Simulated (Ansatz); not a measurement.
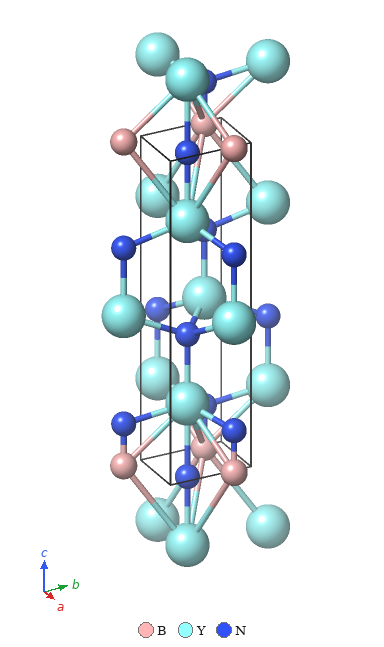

Shown here is a ball-and-stick view of the crystal, taken slightly off an axis. The wireframe shows the conventional unit cell. Every bond is drawn to its end, so some atoms lie outside the box.

Y$_{3}$BN$_{4}$, space group P3m1 (No. 156), a = 3.685 Å, b = 3.685 Å, c = 10.732 Å, α = 90.00°, β = 90.00°, γ = 120.00°. The model was built from a structure type filled with these elements by a generator (whether the compound takes this form wasn't checked). Earlier steps of the study, as a rule a relaxation of our own, may have changed the cell and positions, so they can lie some per cent off the listed ones. It was run through Ansatz as a DFT input.

This one geometry was computed with Ansatz (DFT, plane waves, PAW) at five levels of theory: r2SCAN, PBE0, PBE, HSE06 and PBE with spin-orbit coupling. It was relaxed beforehand with r2SCAN.

Q: Which level gives the highest pressure at this volume, and what does that say about its equilibrium volume?

A: Highest: PBE (1.1 GPa) and PBE with spin-orbit coupling (1.1 GPa), which points to the largest equilibrium volume. Lowest, with the smallest volume: PBE0 (-1.5 GPa) and HSE06 (-1.5 GPa). Levels within 0.5 GPa of each other can't be told apart.

Q: How does the band gap change with the level of theory?

A: PBE with spin-orbit coupling: a gap of 0.43 eV, indirect; PBE: a gap of 0.43 eV, indirect; r2SCAN: a gap of 0.56 eV, indirect; HSE06: a gap of 1.08 eV, indirect; PBE0: a gap of 1.72 eV, indirect.

Q: Collect the results in a table.

A:
| level | cutoff (eV) | k-mesh of the run's cell | gap (eV) | pressure (GPa) |
| --- | --- | --- | --- | --- |
| r2SCAN | 500 | 12×12×4 | 0.56 | 0.0 |
| PBE0 | 420 | 6×6×2 | 1.72 | -1.5 |
| PBE | 420 | 12×12×4 | 0.43 | 1.1 |
| HSE06 | 420 | 6×6×2 | 1.08 | -1.5 |
| PBE with spin-orbit coupling | 420 | 12×12×4 | 0.43 | 1.1 |

Gaps are taken on the k-mesh or band path of each run.
